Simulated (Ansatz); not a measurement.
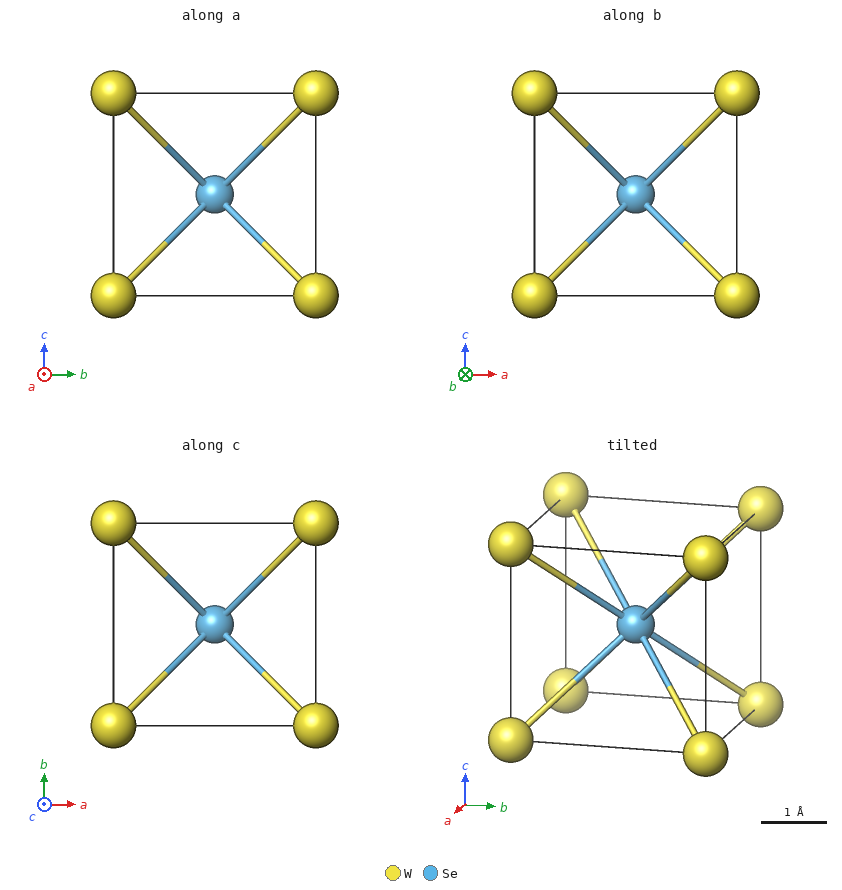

The structure above is drawn in ball-and-stick style and viewed along the a axis, along the b axis, along the c axis and slightly off an axis. The frame is the conventional unit cell; atoms at its boundary are shown with their periodic copies.

Lattice parameters: a = 3.1486 Å, b = 3.1486 Å, c = 3.1486 Å, α = 90.000°, β = 90.000°, γ = 90.000°.

> Reconstruct the structure as a CIF with its space group and independent sites.

```cif
data_structure
_symmetry_space_group_name_H-M 'P m -3 m'
_symmetry_Int_Tables_number 221
_cell_length_a 3.1486
_cell_length_b 3.1486
_cell_length_c 3.1486
_cell_angle_alpha 90.000
_cell_angle_beta 90.000
_cell_angle_gamma 90.000
_cell_volume 31.21
loop_
_atom_site_label
_atom_site_type_symbol
_atom_site_symmetry_multiplicity
_atom_site_Wyckoff_symbol
_atom_site_fract_x
_atom_site_fract_y
_atom_site_fract_z
_atom_site_occupancy
W1 W 1 a 0.0000 0.0000 0.0000 1
Se1 Se 1 b 0.5000 0.5000 0.5000 1
```

Starting structure: a structure type filled with these elements by a generator (whether the compound takes this form wasn't checked). Earlier steps of the study may have refined or changed the cell and positions. It was run through Ansatz as a DFT input.

At this level of theory the cell isn't at rest (compressed, at 18 GPa), so its distances can differ from those at equilibrium, the more so the softer the solid.
